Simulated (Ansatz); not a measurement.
# BeCd (built on the sites of a database entry of BaZn): a soft mode frozen in, part 2 of 2

Aim: this structure of BeCd (built on the sites of a database entry of BaZn) is to be tested for unstable modes, and one is followed downhill.

Ansatz 0.2.0; DFT PBEsol, scalar-relativistic, plane waves, PseudoDojo norm-conserving pseudopotentials.

So far, highest frequency on the path or at a solved wavevector (cm⁻¹): step 2 (phonons on a q mesh) 351. Also lowest frequency on the path (cm⁻¹): step 2 -137.

The structure was built from a prototype and need not be the compound's stable phase.

**6. Relaxation from the frozen mode**

Starting from the lowest point found, all atoms and the cell are let go, so that strain and other modes of the same symmetry can join in.

The input, input.yaml:

```yaml
crystal:
  lattice:
    - [-3.060635456, 0.0, 0.0]
    - [0.0, -3.060635456, -3.060635456]
    - [0.0, -3.060635456, 3.060635456]
  atoms:
    - { symbol: Be, position: [1.0, 0.4477232744, 0.5522767256] }
    - { symbol: Be, position: [1.0, 0.0522767256, -0.0522767256] }
    - { symbol: Cd, position: [0.5, -0.0183773141, 0.4816226859] }
    - { symbol: Cd, position: [0.5, 0.5183773141, 0.0183773141] }
kpoints:
  mp_grid: { grid: [14, 10, 10] }
hamiltonian:
  xc: pbesol
  pseudopotentials: { kind: nc, accuracy: standard }
scf:
  occupations: { method: methfessel_paxton, width: 0.2 }
output:
  forces: true
  stress: true
  eigenvalues: true
relax:
  adjacent_minimum: "off"
  f_tol: 0.002
  max_steps: 120
  cell: { stress_tol: 0.03 }
```

Launch:

```console
ansatz run input.yaml --threads 4 --pin off --max-ram 7168MiB --backend cpu --events-out ev --progress --plain --runs-dir out
```

Numbers of over 12 decimals in the logs are rounded to 6 here.

What it wrote:

```text
[...]
Crystal: 4 atoms, lattice volume = 57.341 Å³
Basis set: ecut = 1387.780699 eV, 6755 PW (Γ), exchange–correlation on 80×108×108 points (8 copies of the dense FFT grid, shifted against one another)
Bands: 29, of which v1, the nominal top of the filled ones, is band 24 counted from 1 (23 counted from 0)
Symmetry: 8 space group operations
[...]
k-points: 248 of 1400
[...]
SCF iter   1: F=—  HF=-10290.037030 eV  |F-HF|=—  |Δ(HF+E_count)|=         —  Δρ=5.94e-2  dr2=3.12e0  ethr=3.10e-3  ⟨swp⟩=6.6  Hψ=32631  notcnv=0
[...]
SCF iter   8: F=-10289.030673 eV  HF=-10289.030673 eV  |F-HF|=5.94e-9  |Δ(HF+E_count)|=   1.78e-7  S|Δr|=    0.00e0  Δρ=6.81e-6  dr2=2.05e-8  ethr=2.08e-10  ⟨swp⟩=10.5  Hψ=42389  notcnv=0
SCF 1 converged in 8 iterations: F = -10289.030673 eV  dr2 = 2.05e-8
relax step   1: F+E_penalty+E_count = -10289.03067271 eV  Δ(F+E_penalty+E_count) = +0.000e0 eV  max|allowed force component| = 5.591e-1 eV/Å  Δτ_max = 0.0000 Å  P = +0.984 GPa  Ω = 57.341 Å³  (8 SCF iters, dr2 threshold 1.00e-7 eV, accepted)
Crystal: 4 atoms, lattice volume = 56.965 Å³
Basis set: ecut = 1387.780699 eV, 6649 PW (Γ), exchange–correlation on 80×108×108 points (8 copies of the dense FFT grid, shifted against one another)
[...]
SCF iter   6: F=-10289.201122 eV  HF=-10289.201122 eV  |F-HF|=5.64e-8  |Δ(HF+E_count)|=   5.79e-7  S|Δr|=    0.00e0  Δρ=1.95e-5  dr2=1.33e-7  ethr=8.33e-10  ⟨swp⟩=8.0  Hψ=41023  notcnv=0
SCF 2 converged in 6 iterations: F = -10289.201122 eV  dr2 = 1.33e-7
relax step   2: F+E_penalty+E_count = -10289.20112157 eV  Δ(F+E_penalty+E_count) = -1.704e-1 eV  max|allowed force component| = 2.818e-1 eV/Å  Δτ_max = 0.0946 Å  P = +0.798 GPa  Ω = 56.965 Å³  energy of the carried Pulay correction = +1.728e-4 eV  (6 SCF iters, dr2 threshold 4.00e-7 eV, accepted)
Crystal: 4 atoms, lattice volume = 57.126 Å³
Basis set: ecut = 1387.780699 eV, 6699 PW (Γ), exchange–correlation on 80×108×108 points (8 copies of the dense FFT grid, shifted against one another)
[...]
SCF iter   6: F=-10289.250610 eV  HF=-10289.250610 eV  |F-HF|=1.68e-7  |Δ(HF+E_count)|=   1.60e-7  S|Δr|=    0.00e0  Δρ=2.66e-5  dr2=2.12e-7  ethr=8.33e-10  ⟨swp⟩=8.4  Hψ=39998  notcnv=0
SCF 3 converged in 6 iterations: F = -10289.250610 eV  dr2 = 2.12e-7
relax step   3: F+E_penalty+E_count = -10289.25061013 eV  Δ(F+E_penalty+E_count) = -4.949e-2 eV  max|allowed force component| = 1.421e-1 eV/Å  Δτ_max = 0.0552 Å  P = +0.325 GPa  Ω = 57.126 Å³  energy of the carried Pulay correction = +9.853e-5 eV  (6 SCF iters, dr2 threshold 4.00e-7 eV, accepted)
[... from here on, the SCF cycles and remarks between the steps are left out ...]
relax step   4: F+E_penalty+E_count = -10289.26993014 eV  Δ(F+E_penalty+E_count) = -1.932e-2 eV  max|allowed force component| = 4.724e-2 eV/Å  Δτ_max = 0.0221 Å  P = -0.388 GPa  Ω = 57.769 Å³  energy of the carried Pulay correction = -1.952e-4 eV  (5 SCF iters, dr2 threshold 4.00e-7 eV, accepted)
relax step   5: F+E_penalty+E_count = -10289.27067740 eV  Δ(F+E_penalty+E_count) = -7.473e-4 eV  max|allowed force component| = 1.692e-2 eV/Å  Δτ_max = 0.0079 Å  P = -0.064 GPa  Ω = 57.531 Å³  energy of the carried Pulay correction = -8.690e-5 eV  (4 SCF iters, dr2 threshold 4.00e-7 eV, accepted)
relax step   6: F+E_penalty+E_count = -10289.27075148 eV  Δ(F+E_penalty+E_count) = -7.409e-5 eV  max|allowed force component| = 1.295e-3 eV/Å  Δτ_max = 0.0021 Å  P = +0.022 GPa  Ω = 57.489 Å³  energy of the carried Pulay correction = -6.752e-5 eV  (4 SCF iters, dr2 threshold 3.51e-8 eV, accepted)
relax step   7: F+E_penalty+E_count = -10289.27074815 eV  Δ(F+E_penalty+E_count) = +3.337e-6 eV  max|allowed force component| = 4.853e-4 eV/Å  Δτ_max = 0.0003 Å  P = -0.004 GPa  Ω = 57.500 Å³  energy of the carried Pulay correction = -7.295e-5 eV  (4 SCF iters, dr2 threshold 5.55e-9 eV, accepted)
relax step   8: F+E_penalty+E_count = -10289.27755562 eV  Δ(F+E_penalty+E_count) = -6.807e-3 eV  max|allowed force component| = 5.071e-4 eV/Å  Δτ_max = 0.0000 Å  P = +0.263 GPa  Ω = 57.500 Å³  stress off target by 6.62e-1 GPa  SCF on the basis re-selected at this cell (its energy is not comparable with the rows above)  (5 SCF iters)
relax step   9: F+E_penalty+E_count = -10289.27796098 eV  Δ(F+E_penalty+E_count) = -4.054e-4 eV  max|allowed force component| = 3.732e-3 eV/Å  Δτ_max = 0.0019 Å  P = +0.037 GPa  Ω = 57.655 Å³  energy of the carried Pulay correction = -7.179e-5 eV  (4 SCF iters, dr2 threshold 4.00e-7 eV, accepted)
relax step  10: F+E_penalty+E_count = -10289.27795722 eV  Δ(F+E_penalty+E_count) = +3.762e-6 eV  max|allowed force component| = 6.995e-4 eV/Å  Δτ_max = 0.0003 Å  P = +0.002 GPa  Ω = 57.676 Å³  energy of the carried Pulay correction = -8.203e-5 eV  (4 SCF iters, dr2 threshold 8.58e-9 eV, accepted)
[...]
SCF iter   5: F=-10289.278046 eV  HF=-10289.278046 eV  |F-HF|=9.09e-12  |Δ(HF+E_count)|=  1.09e-11  S|Δr|=    0.00e0  Δρ=1.10e-7  dr2=3.57e-12  ethr=1.00e-12  ⟨swp⟩=8.1  Hψ=42967  notcnv=0
SCF 11 converged in 5 iterations: F = -10289.278046 eV  dr2 = 3.57e-12
relax step  11: F+E_penalty+E_count = -10289.27804597 eV  Δ(F+E_penalty+E_count) = -8.875e-5 eV  max|allowed force component| = 6.888e-4 eV/Å  Δτ_max = 0.0000 Å  P = +0.004 GPa  Ω = 57.676 Å³  stress off target by 9.85e-3 GPa  SCF on the basis re-selected at this cell (its energy is not comparable with the rows above)  (5 SCF iters)
[...]
SCF converged after 5 iterations
[...]
Free energy (F): -10289.278046 eV
[...]
Internal energy: -10289.279494 eV  (E = F + TS)
E sigma→0 (E₀):  -10289.278408 eV
Entropy (-TS):   0.001448 eV (0.362 meV/atom)
Fermi energy:    13.987614 eV
[...]
--- Forces (eV/Å), atoms counted from 1 ---
  atom   1  Be     0.00000000     0.00000000    -0.00002169
  atom   2  Be     0.00000000     0.00000000     0.00002169
  atom   3  Cd     0.00000000     0.00068879     0.00000000
  atom   4  Cd     0.00000000    -0.00068879     0.00000000
  max |Σ_I F_I| component: 1.08e-19 eV/Å
--- Stress (GPa, compression-positive) ---
        0.002219       0.000000       0.000000
        0.000000       0.009848       0.000000
        0.000000       0.000000      -0.000213
  P = ⅓ Tr σ = 0.0040 GPa (0.040 kbar)
--- Band table (eV; the first three rows and the last of 248) ---
  k-point 0: bands = [... 20 lower, 5.1178, 9.9800, 10.7950, 11.7310, 13.3305, 16.2088, 18.3243, 19.2992, ... 1 higher]
  k-point 1: bands = [... 20 lower, 5.0927, 9.5706, 10.5254, 12.2553, 13.6562, 15.9841, 17.8757, 19.3787, ... 1 higher]
  k-point 2: bands = [... 20 lower, 5.0689, 8.5457, 10.6895, 12.5746, 14.5386, 15.6014, 17.1523, 19.6080, ... 1 higher]
  k-point 247: bands = [... 20 lower, 10.6900, 11.0001, 11.0876, 11.4786, 13.6595, 14.1674, 14.3104, 15.0400, ... 1 higher]
--- Relaxed structure (9 steps of the walk, 9 accepted, 2 SCFs on fresh bases) ---
  F+E_penalty+E_count = -10289.27804597 eV   max|allowed force component| = 6.888e-4 eV/Å   (the final SCF, on the basis selected at the relaxed cell)
  cell:  # Å, volume = 57.6762 Å³
    - [-2.819287, 0.0, 0.0]
    - [0.0, -3.310219, -3.090086]
    - [0.0, -3.310219, 3.090086]
  atoms:
    - { symbol: Be, position: [1.0, 0.434764, 0.565236] }
    - { symbol: Be, position: [1.0, 0.065236, -0.065236] }
    - { symbol: Cd, position: [0.5, -0.037670, 0.462330] }
    - { symbol: Cd, position: [0.5, 0.537670, 0.037670] }
```

Run time: 8.3 min. Hardware: 4 threads of Arm Neoverse N1, shared host; peak memory 1.6 GiB.

Step by step:

```csv
step,energy less that of the first step (eV),largest force component (eV/Å),pressure (GPa),volume (Å³)
1,0.0000,0.5591,0.98,57.34
2,-0.1704,0.2818,0.80,56.96
3,-0.2199,0.1421,0.33,57.13
4,-0.2393,0.0472,-0.39,57.77
5,-0.2400,0.0169,-0.06,57.53
6,-0.2401,0.0013,0.02,57.49
7,-0.2401,0.0005,0.00,57.50
8*,-0.2469,0.0005,0.26,57.50
9,-0.2473,0.0037,0.04,57.65
10,-0.2473,0.0007,0.00,57.68
11*,-0.2474,0.0007,0.00,57.68
```

Relaxation steps marked * repeat the geometry before them on a plane-wave basis chosen anew for their cell, so energy and pressure can jump there.

The run keeps the 8 symmetry operations that it works with, so distortions that break them were not tested.

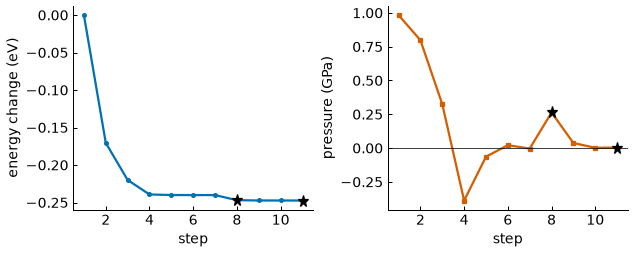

Energy and pressure along the relaxation. Stars mark steps on a basis chosen anew.

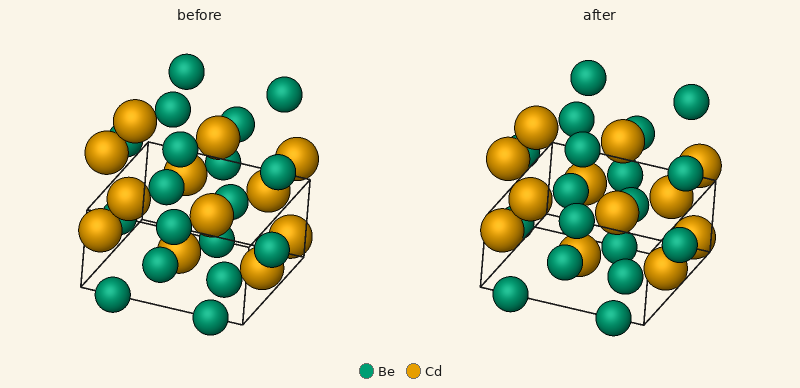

Before and after, at one scale.

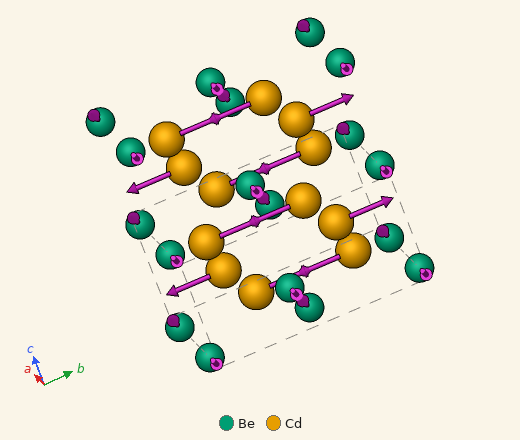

Displacements in the relaxation, exaggerated, measured against the changing cell; the longest in the cell stands for 0.13 Å. 1×1×2 conventional cells are drawn. Some periodic images of atoms are drawn too.

```csv
"conventional cell, symmetrised",before,after,change
a (Å),6.121,6.180,+1.0 %
b (Å),6.121,6.620,+8.2 %
c (Å),3.061,2.819,-7.9 %
volume (Å³/atom),14.34,14.42,+0.6 %
```

The atoms that moved most (Å, as changes of fractional coordinates times the final cell):

| atom | dx | dy | dz | length |
| --- | --- | --- | --- | --- |
| Cd3 | 0.000 | 0.128 | 0.000 | 0.128 |
| Cd4 | 0.000 | -0.128 | 0.000 | 0.128 |
| Be2 | 0.000 | 0.000 | -0.080 | 0.080 |
| Be1 | 0.000 | 0.000 | 0.080 | 0.080 |

The relaxed structure:

```xyz
4
Lattice="-2.8193 0.0000 0.0000 0.0000 -3.3102 -3.0901 0.0000 -3.3102 3.0901" Properties=species:S:1:pos:R:3 pbc="T T T"
Be   -2.8193   -3.3102    0.4032
Be   -2.8193    0.0000   -0.4032
Cd   -1.4096   -1.4057    1.5450
Cd   -1.4096   -1.9045   -1.5450
```

Numbers from this step:

```yaml
pressure: 0.003951 GPa
volume_per_atom: 14.42 Å³
```

The distorted start has space group Cmmm; the relaxation ends in Cmmm.

**7. The new phase in its own primitive cell**

The relaxed structure is symmetrised, reduced to its primitive cell and relaxed tightly, as its phonons need.

input.yaml, the sections that differ from step 6:

```yaml
crystal:
  lattice:
    - [3.0900858932, -3.3102190327, 0.0]
    - [3.0900858932, 3.3102190327, 0.0]
    - [0.0, 0.0, 2.8192866367]
  atoms:
    - { symbol: Be, position: [0.1847636479, 0.1847636479, 0.0] }
    - { symbol: Be, position: [0.8152363521, 0.8152363521, 0.0] }
    - { symbol: Cd, position: [0.2876697372, 0.7123302628, 0.5] }
    - { symbol: Cd, position: [0.7123302628, 0.2876697372, 0.5] }
kpoints:
  mp_grid: { grid: [10, 10, 14] }
relax:
  adjacent_minimum: "off"
  f_tol: 0.001
  max_steps: 60
  cell: { stress_tol: 0.01 }
# hamiltonian, scf, output: as in step 6
```

What it wrote:

```text
[...]
Crystal: 4 atoms, lattice volume = 57.676 Å³
Basis set: ecut = 1387.780699 eV, 6775 PW (Γ), exchange–correlation on 120×120×72 points (8 copies of the dense FFT grid, shifted against one another)
Bands: 29, of which v1, the nominal top of the filled ones, is band 24 counted from 1 (23 counted from 0)
Symmetry: 8 space group operations
[...]
k-points: 248 of 1400
[...]
--- Relaxed structure (1 steps of the walk, 1 accepted, 1 SCFs on fresh bases) ---
[...]
cell:  # Å, volume = 57.6762 Å³
    - [3.0900858932, -3.3102190327, 0.0]
    - [3.0900858932, 3.3102190327, 0.0]
    - [0.0, 0.0, 2.8192866367]
  atoms:
    - { symbol: Be, position: [0.184764, 0.184764, 0.0] }
    - { symbol: Be, position: [0.815236, 0.815236, 0.0] }
    - { symbol: Cd, position: [0.2876697372, 0.7123302628, 0.5] }
    - { symbol: Cd, position: [0.7123302628, 0.2876697372, 0.5] }
[key lines of the parts left out:]
SCF converged after 6 iterations
Free energy (F): -10289.278046 eV
Fermi energy:    13.987614 eV
P = ⅓ Tr σ = 0.0039 GPa (0.039 kbar)
```

It took 1.8 min on 4 threads; peak memory 1.6 GiB.

Little changed from the start: no atom moved by 0.005 Å and no cell edge by 0.1 %.

Numbers from this step:

```yaml
pressure: 0.003950 GPa
```

The largest force component left is 0.69 meV/Å and the pressure is 0.004 GPa, within the tolerances set. The cell now holds 14.42 Å³/atom.

**8. Modes of the new phase, k-mesh 10×10×14**

A relaxed structure may still be a saddle point, so its zone-centre modes are computed. No field response is asked, since the mesh shows no gap.

input.yaml: that of step 7 with these lines changed.

```diff
@@ -18,9 +18,4 @@
 output:
-  forces: true
-  stress: true
   eigenvalues: true
-relax:
-  adjacent_minimum: "off"
-  f_tol: 0.001
-  max_steps: 60
-  cell: { stress_tol: 0.01 }
+phonons:
+  method: dfpt
```

What it wrote:

```text
zone centre: on kpoints.mp_grid the ground state, and the responses unless they are solved on pairs of k-points, stand on 416 of the mesh's 1400 k-points, reduced under 2 symmetry operations, with k and −k counted as one. Each operation leaves every solved displacement unchanged or reverses it
Engine: ansatz 0.2.0, aarch64-unknown-linux-gnu
Pseudopotentials: kind: nc
Pseudopotential: Be, nc, valence charge 4, recommended cutoff 1197.300995 eV (normal), Be.nc.azcp (PseudoDojo's, or run here from an input of PseudoDojo's; its table is named by hamiltonian.pseudopotentials.accuracy)
Pseudopotential: Cd, nc, valence charge 20, recommended cutoff 1387.780699 eV (normal), Cd.nc.azcp (PseudoDojo's, or run here from an input of PseudoDojo's; its table is named by hamiltonian.pseudopotentials.accuracy)
Functional definition: PBEsol
  exchange = pbesol_x
  correlation = pbesol_c
Crystal: 4 atoms, lattice volume = 57.676 Å³
Basis set: ecut = 1387.780699 eV, 6775 PW (Γ), exchange–correlation on 120×120×72 points (8 copies of the dense FFT grid, shifted against one another)
Bands: 29, of which v1, the nominal top of the filled ones, is band 24 counted from 1 (23 counted from 0)
Symmetry: 8 space group operations
k-points: 416 of 1400 (irreducible under 2 space group operations, time reversal used)
Non-local potential: Be, projectors of the file, l = 0: 2, l = 1: 2
Non-local potential: Cd, projectors of the file, l = 0: 2, l = 1: 2, l = 2: 2
Initial density: superposition of atomic densities (chi_scale 0.1, normalization cell, long waves kept (reshape's long-wave potential 0.00 eV rms))
Initial wavefunctions: pseudopotential atomic-orbital guess
Functional: x = pbesol(κ = 0.804, μ = 0.123457), c = pbesol(β = 0.046)
SCF iter   1: F=—  HF=-10290.418188 eV  |F-HF|=—  |Δ(HF+E_count)|=         —  Δρ=5.94e-2  dr2=3.65e0  ethr=3.10e-3  ⟨swp⟩=6.4  Hψ=54069  notcnv=0
preconditioner: auto → Kerker (q_TF=auto, 2.646 Å⁻¹)  [metal: Δε(μ)=0.035 eV  Ē_g=10.319 eV  σ=0.200 eV  W_gap=0.15  n_scr=18 (ndim 8)  ℏωp=25.9 eV  f_vac=0.000  D(μ)=0.37/eV (n_scr^D=0)]
SCF iter   2: F=—  HF=-10289.601362 eV  |F-HF|=—  |Δ(HF+E_count)|=   8.17e-1  S|Δr|=    0.00e0  Δρ=2.95e-2  dr2=9.83e-1  ethr=3.10e-3  ⟨swp⟩=2.1  Hψ=22327  notcnv=0  defer=212
SCF iter   3: F=—  HF=-10289.310034 eV  |F-HF|=—  |Δ(HF+E_count)|=   2.91e-1  S|Δr|=    0.00e0  Δρ=9.25e-3  dr2=1.08e-1  ethr=2.05e-3  ⟨swp⟩=2.1  Hψ=17153  notcnv=0  defer=212
SCF iter   4: F=—  HF=-10289.279039 eV  |F-HF|=—  |Δ(HF+E_count)|=   3.10e-2  S|Δr|=    0.00e0  Δρ=2.43e-3  dr2=2.39e-3  ethr=2.24e-4  ⟨swp⟩=2.2  Hψ=19486  notcnv=0  defer=212
SCF iter   5: F=—  HF=-10289.278181 eV  |F-HF|=—  |Δ(HF+E_count)|=   8.58e-4  S|Δr|=    0.00e0  Δρ=8.42e-4  dr2=2.09e-4  ethr=4.98e-6  ⟨swp⟩=2.0  Hψ=23425  notcnv=0  defer=204
SCF iter   6: F=—  HF=-10289.278134 eV  |F-HF|=—  |Δ(HF+E_count)|=   4.72e-5  S|Δr|=    0.00e0  Δρ=1.74e-4  dr2=1.29e-5  ethr=4.35e-7  ⟨swp⟩=2.6  Hψ=21498  notcnv=0  defer=204
SCF iter   7: F=—  HF=-10289.278118 eV  |F-HF|=—  |Δ(HF+E_count)|=   1.56e-5  S|Δr|=    0.00e0  Δρ=3.54e-5  dr2=4.04e-7  ethr=2.68e-8  ⟨swp⟩=2.4  Hψ=20152  notcnv=0  defer=204
SCF iter   8: F=—  HF=-10289.278046 eV  |F-HF|=—  |Δ(HF+E_count)|=   7.23e-5  S|Δr|=    0.00e0  Δρ=6.74e-6  dr2=2.29e-8  ethr=8.42e-10  ⟨swp⟩=2.0  Hψ=21797  notcnv=0  defer=204
SCF iter   9: F=—  HF=-10289.278046 eV  |F-HF|=—  |Δ(HF+E_count)|=   1.48e-9  S|Δr|=    0.00e0  Δρ=2.66e-6  dr2=2.13e-9  ethr=4.76e-11  ⟨swp⟩=2.1  Hψ=20063  notcnv=0  defer=204
SCF iter  10: F=—  HF=-10289.278046 eV  |F-HF|=—  |Δ(HF+E_count)|=  5.77e-10  S|Δr|=    0.00e0  Δρ=3.67e-7  dr2=4.55e-11  ethr=4.44e-12  ⟨swp⟩=2.0  Hψ=21291  notcnv=0  defer=204
SCF iter  11: F=-10289.278046 eV  HF=-10289.278046 eV  |F-HF|=1.82e-12  |Δ(HF+E_count)|=  9.09e-12  S|Δr|=    0.00e0  Δρ=6.99e-8  dr2=1.80e-12  ethr=1.00e-12  ⟨swp⟩=11.2  Hψ=85211  notcnv=0
SCF 1 converged in 11 iterations: F = -10289.278046 eV  dr2 = 1.80e-12
DFPT response loops at Γ: preconditioner auto → Kerker (q_TF=auto, 2.646 Å⁻¹) (partly filled bands, converged f_vac=0.000); β = 1.00, the filter's whole step (`scf.mixing.beta` (0.50) is not read by the response loops under this deck's `scf.mixing.preconditioner`; to damp them name `kerker` or `kerker_dos`, under which they read `scf.mixing.beta`, and type it under 1.00, their step now; both keys bind the ground state too); Broyden in place of MSR1
the run's response loops start from zero, take more passes and end by a threshold: the memory limit or budget leaves too little room for the subspace of the ground state's own states beside the solves, or none could be made (phonons.method)
```

Run time: 19 min. Hardware: 4 threads; peak memory 6.7 GiB.

The run was cut off at the time limit after its SCF cycle had converged; no result of it is taken.

The program's message: “Warning: RAYON_NUM_THREADS=4 ignor”

**9. Results**

- unstable mode of the parent: q = (0, -0.5, -0.5), 137i cm⁻¹
- depth at the lowest point sampled: 16.8 meV/atom
- largest atomic shift at that point: 0.32 Å
- space group reached (within 0.01 Å): Cmmm
- energy gained over the parent (first relaxation, on the mesh of the frozen mode): 78.7 meV/atom
- volume per atom, phase reached: 14.4 Å³

What this shows: Along this mode the structure falls into Cmmm, 78.7 meV/atom below the parent. At the parent's cell the well is 16.77 meV/atom deep on the steps tried, with its lowest point at a shift of 0.32 Å. Relaxing atoms and cell changes the gain by +61.91 meV/atom against the lowest step (energies at zero smearing). Most of the total comes from this relaxation. The modes of the phase reached were not computed on this path. Of the 2 patterns followed to their end from this parent, this one ends 14.4 meV/atom above the lowest, Pmma. Each path keeps the symmetry of its pattern, so a lower phase may lie along a pattern not tried. The q mesh stands for a supercell only 6.1 Å across, so branches between the solved wavevectors are rough. With no gap, or one that is small against the smearing, the frequencies hang on the k mesh and the smearing, most of all near Kohn anomalies. The starting cell was built on a prototype and not taken from a measurement, so the phase need not exist.

[Logs are printed without paths, hosts, clocks, repeated set-up lines and the standing remarks that a program may print on its own settings, such as how far it seeks lower states.]

[Hosts, paths, dates, database ids (printed as entryN), source tags and the programs' standing remarks are cut or masked in the printed files.]
